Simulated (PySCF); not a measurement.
# Run report: Si$_{4}$ (charge +1), single-point calculation

Si$_{4}$, charge +1, multiplicity 2, computed with UKS-based PBE0, Si def2-TZVP; non-relativistic Hamiltonian; density fitting (PySCF 2.14.0).

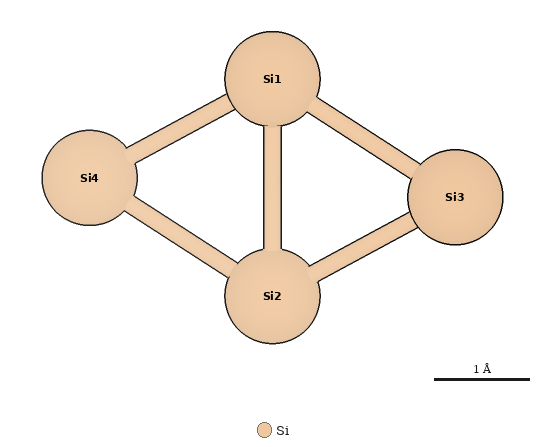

Figure 1. The input geometry (ball-and-stick view, seen at a tilt; atoms are numbered from 1 in the order of the input). Bond lengths as drawn: Si–Si 2.32 Å.

## Key numbers

- outcome: converged
- SCF energy: −1157.134414 hartree
- hardware: 4 threads of Arm Neoverse V1, 24 GiB of memory available, shared host
- wall time: 29 s (CPU time 96 s)
- peak memory: 0.64 GiB

## Input
```python
from pyscf import gto, scf, dft
mol = gto.M(atom='''
Si     0.000000     1.160000     0.000000
Si     0.000000    -1.160000     0.000000
Si     2.009200     0.000000     0.000000
Si    -2.009200     0.000000     0.000000''',
    basis={'Si': 'def2-TZVP'},
    charge=1, spin=1)
mf = dft.UKS(mol, xc='PBE0')
mf.grids.atom_grid = (50, 194)
aux = {'Si': 'def2-universal-JKFIT'}
mf = mf.density_fit(auxbasis=aux)
mf.conv_tol = 1e-08
mf.diis_space = 10
mf.max_cycle = 60
mf.init_guess = 'minao'
mf.verbose = 4
mf.kernel()
```

The script is an equivalent of the set-up of the self-consistent field. The run itself was carried out by a driver, which started from the orbitals of the step before it where there was one and computed the further properties.

Command:
```bash
OMP_NUM_THREADS=4 python axn.py task.json out
```

## What the program printed
```
init E= -1157.78289261624
  alpha nocc = 28  HOMO = -0.218012823775137  LUMO = -0.154417925014295
  beta  nocc = 27  HOMO = -0.228074745096551  LUMO = -0.218012823775138
cycle= 1 E= -1157.10579403305  delta_E= 0.677  |g|= 0.205  |ddm|= 1.41
  alpha nocc = 28  HOMO = -0.406549258730308  LUMO = -0.349575329837673
  beta  nocc = 27  HOMO = -0.403539758275195  LUMO = -0.402116554648081
  HOMO = -0.403539758275  LUMO = -0.402116554648  gap/eV = 0.03873
cycle= 2 E= -1157.11457276927  delta_E= -0.00878  |g|= 0.174  |ddm|= 0.531
  alpha nocc = 28  HOMO = -0.42920257431984  LUMO = -0.331682046543962
  beta  nocc = 27  HOMO = -0.426803054460239  LUMO = -0.379264909711237
  HOMO = -0.42680305446  LUMO = -0.379264909711  gap/eV = 1.29358
cycle= 3 E= -1157.1324303531  delta_E= -0.0179  |g|= 0.0528  |ddm|= 0.255
  alpha nocc = 28  HOMO = -0.41632821609153  LUMO = -0.324627631577284
  beta  nocc = 27  HOMO = -0.414241329133716  LUMO = -0.370154818181671
  HOMO = -0.414241329134  LUMO = -0.370154818182  gap/eV = 1.19966
cycle= 4 E= -1157.13430452789  delta_E= -0.00187  |g|= 0.00969  |ddm|= 0.0684
  alpha nocc = 28  HOMO = -0.41556462962523  LUMO = -0.324508876070945
  beta  nocc = 27  HOMO = -0.41389001282001  LUMO = -0.368190926461676
  HOMO = -0.41389001282  LUMO = -0.368190926462  gap/eV = 1.24354
cycle= 5 E= -1157.13439730206  delta_E= -9.28e-05  |g|= 0.00341  |ddm|= 0.0156
  alpha nocc = 28  HOMO = -0.415154648846631  LUMO = -0.323853287212742
  beta  nocc = 27  HOMO = -0.413650654752965  LUMO = -0.36676361363752
  HOMO = -0.413650654753  LUMO = -0.366763613638  gap/eV = 1.27586
cycle= 6 E= -1157.13441165092  delta_E= -1.43e-05  |g|= 0.00116  |ddm|= 0.00729
  alpha nocc = 28  HOMO = -0.415381388202597  LUMO = -0.324259637632917
  beta  nocc = 27  HOMO = -0.413925960181126  LUMO = -0.366897274438349
  HOMO = -0.413925960181  LUMO = -0.366897274438  gap/eV = 1.27972
cycle= 7 E= -1157.13441351395  delta_E= -1.86e-06  |g|= 0.000198  |ddm|= 0.00273
  alpha nocc = 28  HOMO = -0.415367562058663  LUMO = -0.324251392241258
  beta  nocc = 27  HOMO = -0.413906618610476  LUMO = -0.366826001844416
  HOMO = -0.41390661861  LUMO = -0.366826001844  gap/eV = 1.28113
cycle= 8 E= -1157.13441358519  delta_E= -7.12e-08  |g|= 2.56e-05  |ddm|= 0.000547
  alpha nocc = 28  HOMO = -0.415371219655238  LUMO = -0.324254207780266
  beta  nocc = 27  HOMO = -0.413902607239708  LUMO = -0.366827203820028
  HOMO = -0.41390260724  LUMO = -0.36682720382  gap/eV = 1.28099
cycle= 9 E= -1157.13441358711  delta_E= -1.91e-09  |g|= 6.58e-06  |ddm|= 8.91e-05
  alpha nocc = 28  HOMO = -0.415373082145775  LUMO = -0.324254075535002
  beta  nocc = 27  HOMO = -0.413902640525848  LUMO = -0.366826580895445
  HOMO = -0.413902640526  LUMO = -0.366826580895  gap/eV = 1.28100
Extra cycle  E= -1157.13441358717  delta_E= -6.25e-11  |g|= 6.25e-06  |ddm|= 1.93e-05
converged SCF energy = -1157.13441358717  <S^2> = 0.76791781  2S+1 = 2.0178383
```
